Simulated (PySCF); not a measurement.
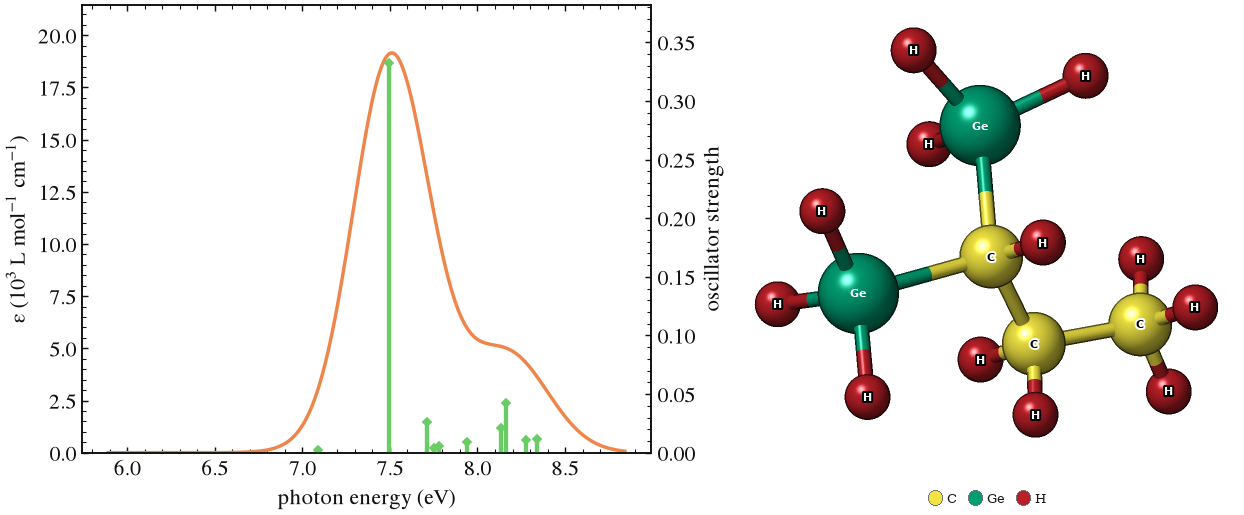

Computed absorption of C₃H₁₂Ge₂, SMILES CC[CH]([GeH3])[GeH3], singlet. Vertical TDDFT excitations, PBE0/def2-SVPD, PySCF, at a PBE0-D3(BJ)/def2-SVP geometry (no frequency check), gas phase. Only the first 10 singlet excitations are included; each is broadened by a Gaussian of 1/e half-width 0.30 eV. Sticks give oscillator strengths (right axis).

Q: Where is the lowest singlet, and is it bright?

A: S1 lies at 7.09 eV (175 nm) with f = 0.002, mainly HOMO → LUMO (95 %); it is dark or nearly so.

Q: Where is the maximum of the broadened curve, and how high is it?

A: At about 7.5 eV (165 nm), with ε near 19000 L mol⁻¹ cm⁻¹.

Known limits of this run: states above the negative HOMO energy depend on the basis; one conformer of a flexible molecule; core orbitals are frozen in the response.
